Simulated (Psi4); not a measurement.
Intermolecular potential of CO ··· H3N (SMILES [C-]#[O+] and N). Monomers: optimised at B3LYP-D3(BJ) (def2-TZVP), held rigid. Orientation: lowest of the rigid-body minima from ten starts at GFN2-xTB (searched outside a hard wall at short contacts). The monomers approach along the line of their centres of mass (distance R); nothing else relaxes. The shortest distances reach bonding range, where SAPT0 and rigid monomers are unreliable.

Method: SAPT0/jun-cc-pVDZ, frozen core (Psi4).

Components in kcal/mol:

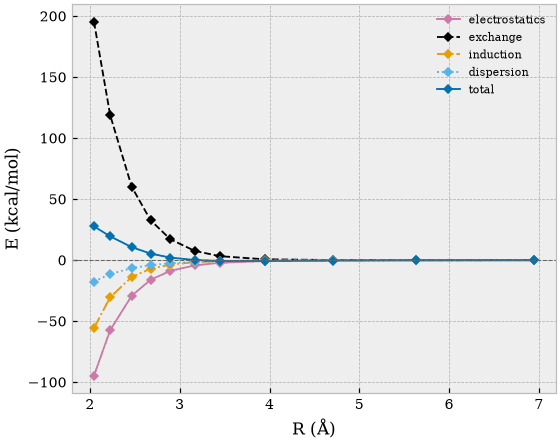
Figure: Components of the interaction energy.

```
R / Å  electrostatics  exchange  induction  dispersion  total
-----  --------------  --------  ---------  ----------  -----
2.05           -94.59    195.30     -55.51      -17.56  27.65
2.23           -57.42    118.80     -30.45      -11.43  19.49
2.47           -29.13     60.09     -13.76       -6.56  10.64
2.68           -16.13     32.69      -7.06       -4.12   5.38
2.90            -8.81     17.11      -3.64       -2.58   2.08
3.17            -4.33      7.63      -1.69       -1.49   0.12
3.45            -2.18      3.25      -0.79       -0.86  -0.58
3.95            -0.77      0.69      -0.23       -0.34  -0.65
4.71            -0.26      0.06      -0.05       -0.10  -0.35
5.64            -0.11      0.00      -0.01       -0.03  -0.16
6.95            -0.05      0.00       0.00       -0.01  -0.06
```
